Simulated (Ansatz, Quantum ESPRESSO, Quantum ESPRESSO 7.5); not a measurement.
# Band edges of 1T-TiTe2, 1 layer under strain

Aim: band edges, gap and stiffness of 1T-TiTe2, 1 layer under biaxial strain.

Main program and level: Quantum ESPRESSO 7.5; plane-wave DFT, PBE, GBRV ultrasoft pseudopotentials (geometry by Ansatz 0.2.0 with PAW datasets; geometry under PBE).

### 1. The structure

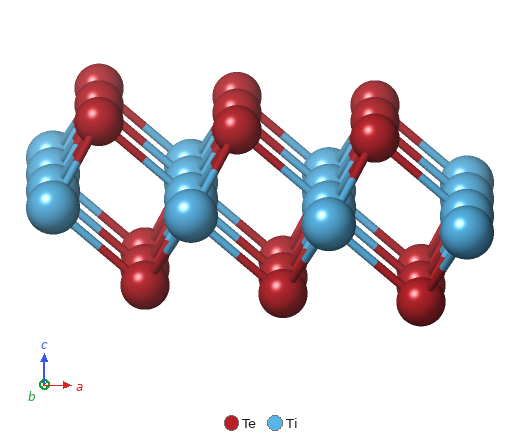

Start, viewed nearly edge on; tellurium red, titanium blue. 3×3×1 cells are drawn. Some periodic images of atoms are drawn too.

The cell holds 3 atoms: 2 Te and 1 Ti. Its edges and angles: a = 3.750 Å, b = 3.750 Å, c = 18.676 Å, α = 90.0°, β = 90.0°, γ = 120.0°. It derives from TiTe2. Vacuum lies along c.

As a file:

```cif
data_structure
_symmetry_space_group_name_H-M 'P 1'
_symmetry_Int_Tables_number 1
_cell_length_a 3.7500
_cell_length_b 3.7500
_cell_length_c 18.6759
_cell_angle_alpha 90.000
_cell_angle_beta 90.000
_cell_angle_gamma 120.000
_cell_volume 227.44
loop_
_atom_site_label
_atom_site_type_symbol
_atom_site_fract_x
_atom_site_fract_y
_atom_site_fract_z
_atom_site_occupancy
Te1 Te 0.66667 0.33333 0.40159 1
Ti2 Ti 0.00000 0.00000 0.50000 1
Te3 Te 0.33333 0.66667 0.59841 1
```

### 2. Geometry from Ansatz

A relaxation in Ansatz fixes the structure of this slab for the runs on it.

Contents of input.yaml:

```yaml
crystal:
  lattice:
    - [3.75, 0.0, 0.0]
    - [-1.875, 3.2475952642, 0.0]
    - [0.0, 0.0, 18.6759216531]
  atoms:
    - { symbol: Te, position: [0.6666666667, 0.3333333333, 0.4015866065] }
    - { symbol: Ti, position: [0.0, 0.0, 0.5] }
    - { symbol: Te, position: [0.3333333333, 0.6666666667, 0.5984133935] }
kpoints:
  mp_grid: { grid: [12, 12, 1] }
hamiltonian:
  xc: pbe
scf:
  occupations: { method: fermi_dirac, width: 0.05 }
  convergence: { dr2_threshold: 1.0e-08 }
efield:
  axis: 3
  dipole_correction: true
  ramp_position: 0.97
  ramp_width: 0.04
relax:
  f_tol: 0.01
  cell: { fix: [c, alpha, beta] }
output:
  write_potential: true
  write_density: true
  volumetric_format: npy
```

On the command line:

```sh
> ansatz run input.yaml --threads 2 --pin off --max-ram 4096MiB --backend cpu --events-out ev --progress --plain --runs-dir out
```

Numbers of over 12 decimals in the logs are rounded to 6 here.

Log:

```text
Warning: relax.cell: scf.convergence.dr2_threshold = 1e-8 eV is looser than the 3e-10 eV advised for a relaxation that steers and ends on the stress (1e-10 eV for each atom of the cell: 3). What an SCF threshold leaves in a stress goes as its square root, and in the free energy as the threshold itself, and one threshold admits the most on a small cell: [figures from the program's tests cut] Set scf.convergence.dr2_threshold to 3e-10 eV or tighter. The threshold is an SCF's pass mark: one that does not reach it within its budget of iterations ends unconverged, or closes short of it on a stop that the run arms, and scf.convergence.dr2_threshold's page says what that costs each kind of run
Engine: ansatz 0.2.0, aarch64-unknown-linux-gnu
Pseudopotentials: kind: paw
Pseudopotential: Te, paw, valence charge 16, recommended cutoff 420 eV (normal), Te.paw.azcp
Pseudopotential: Ti, paw, valence charge 12, recommended cutoff 420 eV (normal), Ti.paw.azcp
Functional definition: PBE
  parameter kappa = 0.804
  parameter beta = 0.066725
  exchange = pbe_x(kappa = kappa, mu = beta*pi^2/3)
  correlation = pbe_c(beta = beta)
Crystal: 3 atoms, lattice volume = 227.444 Å³
Basis set: ecut = 420 eV, 4491 PW (Γ), exchange–correlation on 54×54×250 points (8 copies of the dense FFT grid, shifted against one another)
Bands: 27, of which v1, the nominal top of the filled ones, is band 22 counted from 1 (21 counted from 0)
Symmetry: 6 space group operations
k-points: 19 of 144 (time reversal used)
Non-local potential: Te, projectors of the file, l = 0: 2, l = 1: 2, l = 2: 2, l = 3: 2
Non-local potential: Ti, projectors of the file, l = 0: 3, l = 1: 2, l = 2: 3, l = 3: 1
PAW form: soft (Blöchl's): semilocal exchange-correlation on the pseudo side does not see the compensation charge
PAW one-centre angular grid: Te, 590 points (default); XC on 64 Gauss nodes
PAW one-centre angular grid: Ti, 590 points (default); XC on 64 Gauss nodes
Initial density: superposition of atomic densities (neutral atoms: chi_scale 0, normalization atom), corrected by the library's trained network
Initial wavefunctions: pseudopotential atomic-orbital guess
Functional: x = pbe(κ = 0.804, μ = 0.219515), c = pbe(β = 0.066725)
SCF iter   1: F=—  HF=-16461.593157 eV  |F-HF|=—  |Δ(HF+E_count)|=         —  Δρ=2.18e-3  dr2=2.83e-2  ethr=1.77e-3  p=0.000 e·Å  D=1.41e-4 V/Å  ΔV_dip=-0.00 eV  dr2_dipole=6.50e-7  V_vac-E_F(+/−)=4.75/4.75 eV  ⟨swp⟩=8.8  Hψ=2596  notcnv=0
efield: sawtooth ramp at fractional position 0.9700 (set: `efield.ramp_position`, or a place that a band, a saddle search or an elastic batch's reference lends), width 0.0400; the density the first Hamiltonian is built on has a dipole p = 0.000 e·Å; the dipole correction subtracts the counter field D = 1.41e-4 V/Å, which shifts the + side's vacuum level by -0.00 eV against the − side's; the planar-averaged density in the ramp window peaks in size at 3.5e-5 e/Å³
preconditioner: auto → LDOS  [metal: Δε(μ)=0.027 eV  Ē_g=5.981 eV  σ=0.050 eV  W_gap=0.13  n_scr=42 (ndim 8)  ℏωp=9.8 eV  f_vac=0.603  D(μ)=1.48/eV (n_scr^D=6)  β→1.0]
SCF iter   2: F=—  HF=-16461.598376 eV  |F-HF|=—  |Δ(HF+E_count)|=   5.22e-3  Δρ=2.69e-3  dr2=5.78e-2  ethr=6.44e-5  p=-0.000 e·Å  D=-1.39e-4 V/Å  ΔV_dip=0.00 eV  dr2_dipole=1.08e-6  V_vac-E_F(+/−)=4.89/4.89 eV  ⟨swp⟩=3.3  Hψ=1253  notcnv=0
SCF iter   3: F=—  HF=-16461.593261 eV  |F-HF|=—  |Δ(HF+E_count)|=   5.11e-3  Δρ=3.34e-4  dr2=8.22e-4  ethr=6.44e-5  p=-0.000 e·Å  D=-1.11e-5 V/Å  ΔV_dip=0.00 eV  dr2_dipole=7.27e-10  V_vac-E_F(+/−)=4.76/4.76 eV  ⟨swp⟩=2.0  Hψ=722  notcnv=0
SCF iter   4: F=—  HF=-16461.593182 eV  |F-HF|=—  |Δ(HF+E_count)|=   7.91e-5  Δρ=1.50e-4  dr2=8.50e-5  ethr=1.87e-6  p=0.000 e·Å  D=1.29e-6 V/Å  ΔV_dip=-0.00 eV  dr2_dipole=1.81e-9  V_vac-E_F(+/−)=4.79/4.79 eV  ⟨swp⟩=2.0  Hψ=834  notcnv=0
SCF iter   5: F=—  HF=-16461.593110 eV  |F-HF|=—  |Δ(HF+E_count)|=   7.26e-5  Δρ=3.29e-5  dr2=5.07e-6  ethr=1.93e-7  p=-0.000 e·Å  D=-5.85e-6 V/Å  ΔV_dip=0.00 eV  dr2_dipole=4.05e-13  V_vac-E_F(+/−)=4.78/4.78 eV  ⟨swp⟩=2.0  Hψ=912  notcnv=0
SCF iter   6: F=—  HF=-16461.593092 eV  |F-HF|=—  |Δ(HF+E_count)|=   1.78e-5  Δρ=9.51e-6  dr2=1.53e-7  ethr=1.15e-8  p=-0.000 e·Å  D=-4.71e-6 V/Å  ΔV_dip=0.00 eV  dr2_dipole=3.51e-11  V_vac-E_F(+/−)=4.78/4.78 eV  ⟨swp⟩=2.3  Hψ=928  notcnv=0
SCF iter   7: F=-16461.593092 eV  HF=-16461.593092 eV  |F-HF|=7.51e-8  |Δ(HF+E_count)|=   4.05e-7  Δρ=2.57e-6  dr2=8.59e-9  ethr=2.27e-11  p=-0.000 e·Å  D=-6.15e-6 V/Å  ΔV_dip=0.00 eV  dr2_dipole=4.40e-11  V_vac-E_F(+/−)=4.78/4.78 eV  ⟨swp⟩=7.1  Hψ=3617  notcnv=0
SCF 1 converged in 7 iterations: F = -16461.593092 eV  dr2 = 8.59e-9
  greatest PAW one-centre occupation: 0.999 electrons in one spin orbital (limit 2), on the Ti atom at site 1 (counted from 0), in its partial waves of l = 0
relax step   1: F+E_penalty+E_count = -16461.59309232 eV  Δ(F+E_penalty+E_count) = +0.000e0 eV  max|allowed force component| = 7.298e-1 eV/Å  Δτ_max = 0.0000 Å  P = -1.158 GPa  Ω = 227.444 Å³  fix = [c, alpha, beta]  reactions: c -1.890 GPa  (7 SCF iters, accepted)
Crystal: 3 atoms, lattice volume = 228.972 Å³
Basis set: ecut = 420 eV, 4515 PW (Γ), exchange–correlation on 54×54×250 points (8 copies of the dense FFT grid, shifted against one another)
Initial density: handed on by an earlier stage of this run
Initial wavefunctions: those handed on with the density
iter 1 solved again at ethr=5.88e-4 eV; its pass at ethr=3.10e-3 eV (dr2=2.59e-1 eV) is discarded
SCF iter   1: F=—  HF=-16461.609241 eV  |F-HF|=—  |Δ(HF+E_count)|=         —  Δρ=7.33e-3  dr2=2.62e-1  ethr=5.88e-4  p=0.000 e·Å  D=7.48e-6 V/Å  ΔV_dip=-0.00 eV  dr2_dipole=7.10e-10  V_vac-E_F(+/−)=5.00/5.01 eV  ⟨swp⟩=1.3  Hψ=2855  notcnv=0
efield: sawtooth ramp at fractional position 0.9700 (set: `efield.ramp_position`, or a place that a band, a saddle search or an elastic batch's reference lends), width 0.0400; the density the first Hamiltonian is built on has a dipole p = 0.000 e·Å; the dipole correction subtracts the counter field D = 7.48e-6 V/Å, which shifts the + side's vacuum level by -0.00 eV against the − side's; the planar-averaged density in the ramp window peaks in size at 4.4e-6 e/Å³
preconditioner: auto → LDOS  [metal: Δε(μ)=0.070 eV  Ē_g=6.157 eV  σ=0.050 eV  W_gap=0.33  n_scr=42 (ndim 8)  ℏωp=9.8 eV  f_vac=0.626  D(μ)=1.39/eV (n_scr^D=6)  β→1.0]
[...]
SCF iter   5: F=—  HF=-16461.663006 eV  |F-HF|=—  |Δ(HF+E_count)|=   3.88e-5  Δρ=5.25e-5  dr2=6.32e-6  ethr=3.85e-7  p=-0.000 e·Å  D=-4.39e-6 V/Å  ΔV_dip=0.00 eV  dr2_dipole=2.57e-12  V_vac-E_F(+/−)=4.86/4.86 eV  ⟨swp⟩=2.0  Hψ=912  notcnv=0
SCF iter   6: F=—  HF=-16461.662937 eV  |F-HF|=—  |Δ(HF+E_count)|=   6.83e-5  Δρ=1.26e-5  dr2=1.86e-7  ethr=1.44e-8  p=-0.000 e·Å  D=-5.03e-6 V/Å  ΔV_dip=0.00 eV  dr2_dipole=5.01e-14  V_vac-E_F(+/−)=4.86/4.86 eV  ⟨swp⟩=2.0  Hψ=671  notcnv=0
SCF iter   7: F=—  HF=-16461.662938 eV  |F-HF|=—  |Δ(HF+E_count)|=   6.57e-7  Δρ=2.14e-6  dr2=1.25e-8  ethr=4.24e-10  p=-0.000 e·Å  D=-5.22e-6 V/Å  ΔV_dip=0.00 eV  dr2_dipole=1.52e-16  V_vac-E_F(+/−)=4.86/4.86 eV  ⟨swp⟩=2.4  Hψ=771  notcnv=0
SCF iter   8: F=-16461.662938 eV  HF=-16461.662938 eV  |F-HF|=1.06e-9  |Δ(HF+E_count)|=   2.51e-8  Δρ=3.56e-7  dr2=2.29e-10  ethr=2.27e-11  p=-0.000 e·Å  D=-5.28e-6 V/Å  ΔV_dip=0.00 eV  dr2_dipole=2.48e-16  V_vac-E_F(+/−)=4.86/4.86 eV  ⟨swp⟩=8.8  Hψ=2879  notcnv=0
SCF 3 converged in 8 iterations: F = -16461.662938 eV  dr2 = 2.29e-10
relax step   3: F+E_penalty+E_count = -16461.66293794 eV  Δ(F+E_penalty+E_count) = -6.985e-2 eV  max|allowed force component| = 5.661e-2 eV/Å  Δτ_max = 0.0907 Å  P = -0.117 GPa  Ω = 228.469 Å³  energy of the carried Pulay correction = -5.043e-5 eV  fix = [c, alpha, beta]  reactions: c -0.139 GPa  (8 SCF iters, accepted)
[...]
relax step   4: F+E_penalty+E_count = -16461.66341323 eV  Δ(F+E_penalty+E_count) = -4.753e-4 eV  max|allowed force component| = 4.721e-3 eV/Å  Δτ_max = 0.0057 Å  P = -0.001 GPa  Ω = 228.032 Å³  energy of the carried Pulay correction = -2.893e-5 eV  fix = [c, alpha, beta]  reactions: c +0.011 GPa  (6 SCF iters, accepted)
Initial wavefunctions: pseudopotential atomic-orbital guess (no wavefunctions were taken with the density)
iter 1 solved again at ethr=9.01e-7 eV; its pass at ethr=3.10e-3 eV (dr2=3.96e-4 eV) is discarded
SCF iter   1: F=—  HF=-16461.662938 eV  |F-HF|=—  |Δ(HF+E_count)|=         —  Δρ=4.24e-5  dr2=9.34e-8  ethr=9.01e-7  p=-0.000 e·Å  D=-4.62e-6 V/Å  ΔV_dip=0.00 eV  dr2_dipole=1.60e-13  V_vac-E_F(+/−)=4.86/4.86 eV  ⟨swp⟩=3.4  Hψ=3821  notcnv=0
efield: sawtooth ramp at fractional position 0.9700 (set: `efield.ramp_position`, or a place that a band, a saddle search or an elastic batch's reference lends), width 0.0400; the density the first Hamiltonian is built on has a dipole p = -0.000 e·Å; the dipole correction subtracts the counter field D = -4.62e-6 V/Å, which shifts the + side's vacuum level by +0.00 eV against the − side's; the planar-averaged density in the ramp window peaks in size at 5.5e-6 e/Å³
eigensolver tolerance schedule: the retry pair's looser diagonalisation over-reported the residual by 4244.67 of it (diagonalisation noise at an unbounded share of the residual, at the tolerance the schedule requests for it); recorded, not acted on — ethr = c·dr2/N_el stays at c = 1.0e-1
preconditioner: auto → LDOS  [metal: Δε(μ)=0.046 eV  Ē_g=6.108 eV  σ=0.050 eV  W_gap=0.23  n_scr=42 (ndim 8)  ℏωp=9.8 eV  f_vac=0.612  D(μ)=1.29/eV (n_scr^D=6)  β→1.0]
SCF iter   2: F=—  HF=-16461.663444 eV  |F-HF|=—  |Δ(HF+E_count)|=   5.06e-4  Δρ=2.20e-6  dr2=1.12e-8  ethr=2.12e-10  p=-0.000 e·Å  D=-5.00e-6 V/Å  ΔV_dip=0.00 eV  dr2_dipole=2.02e-14  V_vac-E_F(+/−)=4.86/4.86 eV  ⟨swp⟩=3.7  Hψ=1183  notcnv=0
SCF iter   3: F=-16461.663444 eV  HF=-16461.663444 eV  |F-HF|=4.00e-7  |Δ(HF+E_count)|=   4.04e-7  Δρ=1.50e-6  dr2=6.28e-9  ethr=2.27e-11  p=-0.000 e·Å  D=-4.77e-6 V/Å  ΔV_dip=0.00 eV  dr2_dipole=7.62e-13  V_vac-E_F(+/−)=4.86/4.86 eV  ⟨swp⟩=11.9  Hψ=3558  notcnv=0
SCF 5 converged in 3 iterations: F = -16461.663444 eV  dr2 = 6.28e-9
relax step   5: F+E_penalty+E_count = -16461.66344433 eV  Δ(F+E_penalty+E_count) = -3.110e-5 eV  max|allowed force component| = 4.717e-3 eV/Å  Δτ_max = 0.0000 Å  P = -0.000 GPa  Ω = 228.032 Å³  fix = [c, alpha, beta]  reactions: c +0.011 GPa  stress off target by 6.25e-3 GPa on what of the cell is left free  SCF on the basis re-selected at this cell (its energy is not comparable with the rows above)  (3 SCF iters)
basis re-selected at this cell: Δ(F+E_penalty+E_count) = -3.110e-5 eV, ΔP = +0.000 GPa vs the last step (what re-selecting the basis moved, of the pressure what is left beyond the Pulay correction that the steps carried, after the strain that the cell walked since its last selection, with what the two solves' SCF thresholds leave and, on support functions, any second-order correction that the steps lacked; it is no m [...]
WARN: The input density's exchange-correlation potential varies sharply where the density is thin. Do not read a vacuum level from v_tot or v_xc, or from such a field of the output density. On a cell that repeats whose density bears no net charge and no dipole along the vacuum's axis use v_es (v_loc + v_h of the components); under efield.dipole_correction with no amplitude use v_es + v_field, which holds any external [...]
SCF converged after 3 iterations
Free energy (F): -16461.663444 eV
Harris-Foulkes:  -16461.663444 eV  (|F-HF|=4.00e-7)
Internal energy: -16461.652931 eV  (E = F + TS)
E sigma→0 (E₀):  -16461.658188 eV
Entropy (-TS):   -0.010513 eV (-3.504 meV/atom)
Fermi energy:    0.444120 eV
Dipole field:    D = -0.000004 V/Å  (p = -0.000005 e·Å, saw-weighted, corrected)
Work function:   Φ+ = 4.8583 eV   Φ− = 4.8582 eV
Levels:          The Fermi level and band energies are counted from a zero that moves with the ramp; work functions are not
--- Per-component energies (eV) ---
  E_band       = -1095.334957
  E_kinetic    = 632.092048
  E_local      = -25701.269113  (includes V_loc(G=0)·N_el)
  E_nonlocal   = -612.125453
  E_hartree    = 12923.474784
  E_xc         = -345.926564
  E_vxc        = -330.020196  (∫ρ·V_xc dr)
  E_paw        = -10372.421388  (= ΣΔE_a)
  E_vpaw       = -930.959053  (= ΣTr[D̂ρ^β])
  E_aug_tail   = -0.000219  (compensation charges beyond the density's cutoff)
  E_efield     = 0.000000  (sawtooth field / dipole correction)
  E_vefield    = 0.000030  (∫n·V_field dr)
  E_ewald      = 7014.522974
  E_smearing   = -0.010513  (= −TS)
  E_closure    = 0.000000  (closes the sum)
  Σ components = -16461.663444   (vs F -16461.663444, Δ=0.00e0)
--- Forces (eV/Å), atoms counted from 1 ---
  atom   1  Te     0.00000000     0.00000000    -0.00471745
  atom   2  Ti    -0.00000000    -0.00000000    -0.00000011
  atom   3  Te    -0.00000000    -0.00000000     0.00471737
  max |Σ_I F_I| component: 1.84e-7 eV/Å
--- Stress (GPa, compression-positive) ---
       -0.006247      -0.000000      -0.000000
       -0.000000      -0.006247      -0.000000
       -0.000000      -0.000000       0.011472
  P = ⅓ Tr σ = -0.0003 GPa (-0.003 kbar)
--- Band table (eV; the first three rows and the last of 19) ---
  k-point 0: bands = [... 18 lower, -1.0086, -0.9693, 0.8841, 0.8841, 0.9620, 1.5965, 1.5965, 3.8148, ... 1 higher]
  k-point 1: bands = [... 18 lower, -0.9982, -0.6293, 0.4147, 0.6571, 0.9112, 1.6139, 1.7491, 3.3638, ... 1 higher]
  k-point 2: bands = [... 18 lower, -0.9859, -0.7326, -0.4254, 0.2854, 0.8153, 1.6873, 1.8982, 2.7663, ... 1 higher]
  k-point 18: bands = [... 18 lower, -3.1499, -2.2388, -1.4770, -1.4770, 1.5210, 1.6680, 1.6680, 2.8792, ... 1 higher]
--- Relaxed structure (4 steps of the walk, 3 accepted, 1 SCFs on fresh bases) ---
  F+E_penalty+E_count = -16461.66344433 eV   max|allowed force component| = 4.717e-3 eV/Å   (the final SCF, on the basis selected at the relaxed cell)
  cell:  # Å, volume = 228.0318 Å³
    - [3.754839, 0.0, 0]
    - [-1.877420, 3.251786, 0]
    - [0, 0, 18.6759216531]
  atoms:
    - { symbol: Te, position: [0.666667, 0.333333, 0.406752] }
    - { symbol: Ti, position: [0, 0, 0.500000] }
    - { symbol: Te, position: [0.333333, 0.666667, 0.593248] }
```

Wall time 19 s (2 threads of Arm Neoverse V2, shared host); peak memory 0.49 GiB.

Step by step:

| step | energy less that of the first step (eV) | largest force component (eV/Å) | pressure (GPa) | volume (Å³) |
| --- | --- | --- | --- | --- |
| 1 | 0.0000 | 0.7298 | -1.16 | 227.44 |
| 2 | 0.0095 | 0.8554 | 1.31 | 228.97 |
| 3 | -0.0698 | 0.0566 | -0.12 | 228.47 |
| 4 | -0.0703 | 0.0047 | 0.00 | 228.03 |
| 5* | -0.0704 | 0.0047 | 0.00 | 228.03 |

Relaxation steps marked * repeat the geometry before them on a plane-wave basis chosen anew for their cell, so energy and pressure can jump there. Relaxation step 2 was tried and not accepted.

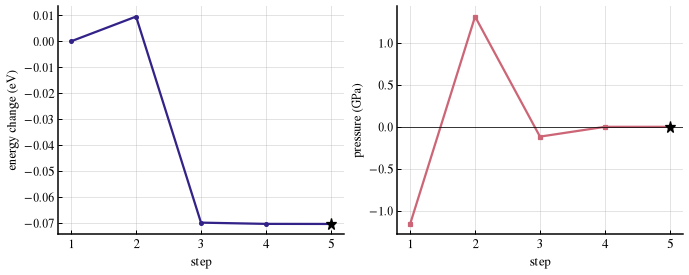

Energy and pressure along the relaxation. Stars mark steps on a basis chosen anew.

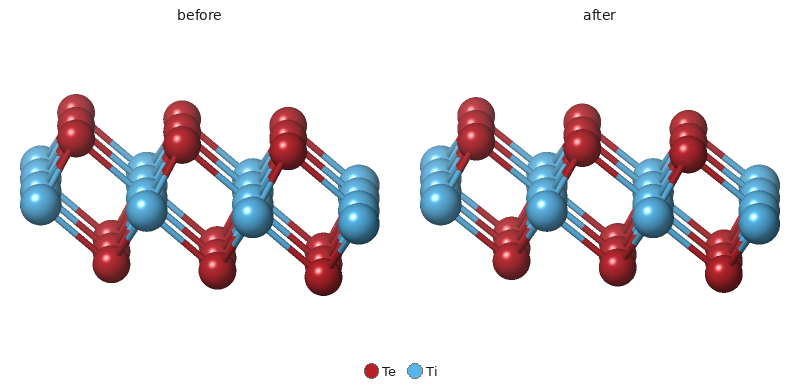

The structure before and after the relaxation, drawn at the same scale.

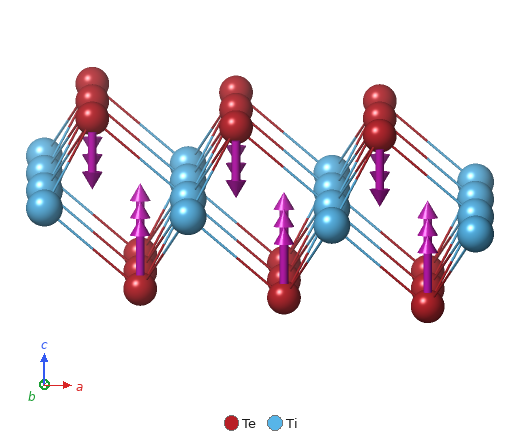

Displacements in the relaxation, exaggerated, measured against the changing cell; the longest in the cell stands for 0.10 Å. 3×3×1 cells are drawn. Some periodic images of atoms are drawn too.

| cell as run | before | after | change |
| --- | --- | --- | --- |
| a (Å) | 3.750 | 3.755 | +0.1 % |
| b (Å) | 3.750 | 3.755 | +0.1 % |

The atoms that moved most (Å, along periodic axes as changes of fractional coordinates times the final cell, across vacuum about the mean position):

| atom | dx | dy | dz | length |
| --- | --- | --- | --- | --- |
| Te3 | 0.000 | 0.000 | -0.096 | 0.096 |
| Te1 | 0.000 | 0.000 | 0.096 | 0.096 |

The relaxed structure:

```xyz
3
Lattice="3.7548 0.0000 0.0000 -1.8774 3.2518 0.0000 0.0000 0.0000 18.6759" Properties=species:S:1:pos:R:3
Te    1.8774    1.0839    7.5965
Ti    0.0000    0.0000    9.3380
Te    0.0000    2.1679   11.0794
```

Numbers from this step:

* free energy: -16461.6634 eV
* energy at zero smearing: -16461.6582 eV
* smearing term TS: 0.01051 eV
* Fermi energy: 0.4441 eV
* symmetry operations: 6
* work function of the upper face: 4.858 eV
* work function of the lower face: 4.858 eV
* dipole along the normal: -4.63e-6 e·Å

(Continued in part 2 of 3.)

[Logs are printed without paths, hosts, clocks, repeated set-up lines and the standing remarks that a program may print on its own settings, such as how far it seeks lower states.]

[Hosts, paths, dates, database ids (printed as entryN), source tags and the programs' standing remarks are cut or masked in the printed files.]

[Maps of the electrostatic potential energy from Ansatz leave out the sawtooth potential of an applied field or a dipole correction, so their vacuum need not be flat; planar profiles and work functions include it.]
